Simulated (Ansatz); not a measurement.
## Fields on a plane of InP (zinc blende)

```
CELL_PARAMETERS angstrom
      0.00000     2.97977     2.97977
      2.97977     0.00000     2.97977
      2.97977     2.97977     0.00000
ATOMIC_POSITIONS crystal
  P  0.75000 0.75000 0.75000
  In 0.00000 0.00000 0.00000
```

The slice is a {111} plane (indices of the conventional cell) through the point (0.750, 0.750, 0.750) (fractional), spanned by u = [100] and v = [-1 2 0] in vectors of this cell: u (4.21 Å) and v (7.30 Å, at 90° to u). It covers one period; positions are fractions (u, v).

Atoms on it: P at (0.00, 0.00); P at (0.50, 0.50). Other atoms lie within 1 Å of the plane.

Level of theory: PBE (plane waves to 420 eV, PAW, scalar-relativistic; Ansatz, a quantum-chemistry and plane-wave program). k mesh 10×10×10. Inside the PAW spheres the values are not all-electron values, and peaks at nuclei hang on which shells count as valence. InP was relaxed with its symmetry unable to fall.

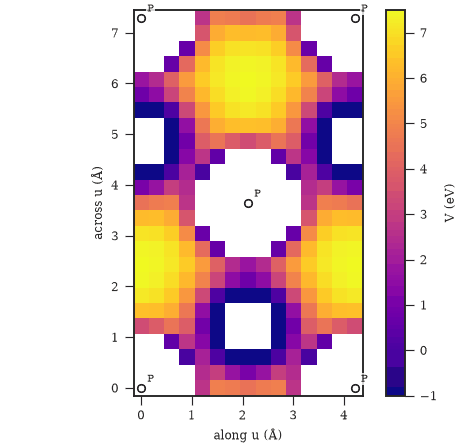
Electrostatic potential energy of an electron, from the cell's mean, in eV, one period of the plane, atoms marked. Points within 1 Å of a nucleus are left white, as the pseudised field means little there. Values under -1 eV are set to -1. The zero, the cell's mean, hangs on the PAW cores.

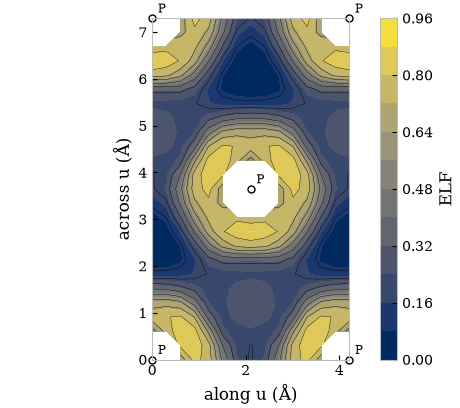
Figure: Electron localisation function (ELF), one period of the plane, atoms marked. Points within 0.5 Å of a nucleus are left white, as the pseudised field means little there.
